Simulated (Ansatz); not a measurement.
## Electronic structure of CHF2SSi (SMILES [CH+]=[Si-](F)(F)[S-]) (charge −1) in real space

Input file:

```
crystal:
  periodic: [false, false, false]
  atoms:
    - {symbol: C, position_ang: [-0.272418, 0.030807, -1.233123]}
    - {symbol: F, position_ang: [1.734262, -1.231431, -3.060601]}
    - {symbol: F, position_ang: [0.129665, 0.225940, -4.369497]}
    - {symbol: S, position_ang: [1.366297, 1.709424, -1.750815]}
    - {symbol: Si, position_ang: [0.663451, 0.028889, -2.778850]}
    - {symbol: H, position_ang: [-1.192895, 0.650597, -1.367377]}
basis:
  gaussian: {orbitals: def2-TZVPD}
total_charge: -1
hamiltonian: {xc: pbe0}
output: {forces: true, orbitals: {seedname: orbitals}}
```

Command:

```sh
ansatz run input.yaml --threads 2 --pin off --max-ram 4350MiB --events-out events.jsonl --progress --plain --runs-dir runs
```

Geometry: BLYP-D3(BJ)/def2-SVPD.

Method: isolated molecule in a Gaussian basis; Kohn-Sham density functional theory, functional PBE0 in Ansatz.

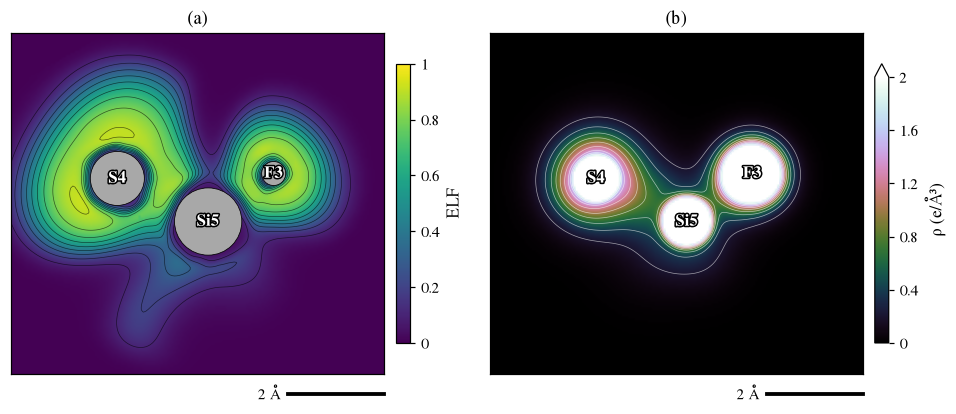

Figure 1. (a) electron localisation function; (b) total electron density on the plane of atoms F3, Si5 and S4. Grey discs cover the atomic cores in the ELF map.

> Interpret the plot.

- The plane passes through F, S and Si nuclei.
- Si–F (1.69 Å): the density is about 0.94 e/Å³ at the midpoint; the ELF peaks at about 0.85 in the valence shell of F, 0.6 Å from its nucleus, and is about 0.50 at the midpoint.
- Si–S (2.09 Å): the density is about 0.84 e/Å³ at the midpoint; the ELF peaks at about 0.85 between the atoms; a shared electron pair.
- The ELF also peaks beside S4 and F3, away from the bonds: lone-pair regions.

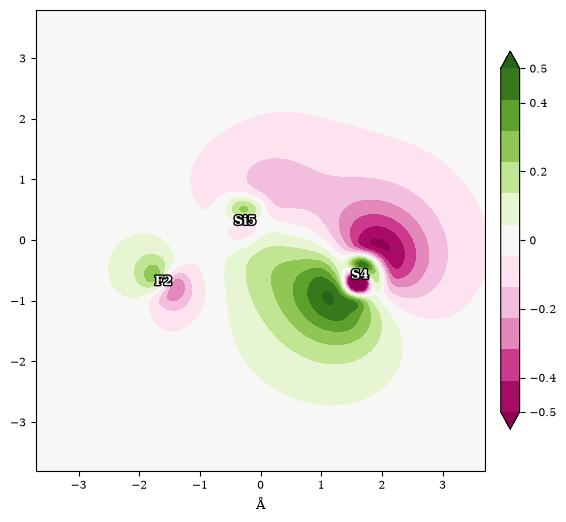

Figure 2. The HOMO−1 on the plane of atoms F2, Si5 and S4 (values in Å⁻³ᐟ²; the overall sign is arbitrary).

> Describe this orbital and give its energy.

It lies mainly on S4 (about 65 %), C1 (about 15 %) and Si5 (about 15 %). Its energy is −2.70 eV.

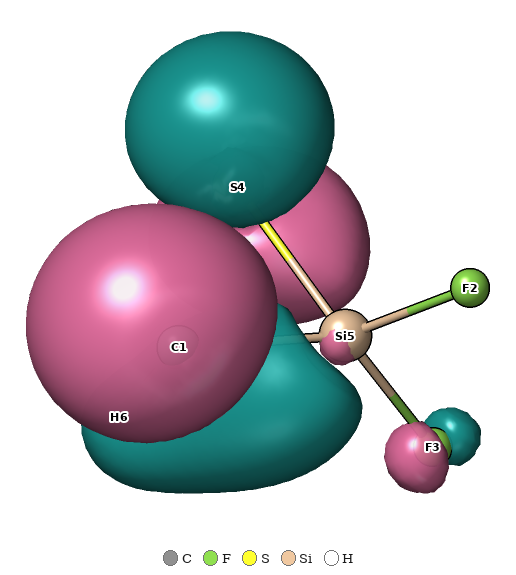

Figure 3. The HOMO at ±0.1 Å⁻³ᐟ² (teal and pink are the two phases), seen across its widest extent.

> Describe this orbital and give its energy.

It lies mainly on C1 (about 50 %), S4 (about 30 %) and Si5 (about 10 %). Its energy is −1.24 eV.
